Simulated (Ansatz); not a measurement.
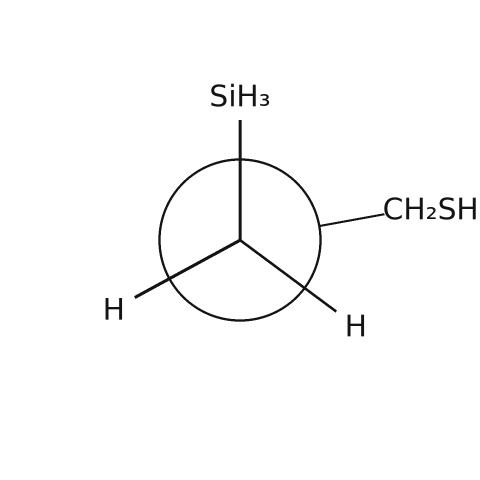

A Newman projection along the C–S bond, carbon in front; angles are drawn as computed, but eclipsed bonds slightly apart. The computed structure is the end point of a PBE0-D4/def2-TZVP optimisation. No frequency run is at hand to confirm it as a minimum.

Question: Which molecule is it?

Answer: C2H8S2Si, [SiH3]CSCS

Question: What is the torsion angle from the front SiH3 to the back CH2SH? The sign is positive where the front bond must turn clockwise to cover the back bond.

Answer: 80°, synclinal (gauche).
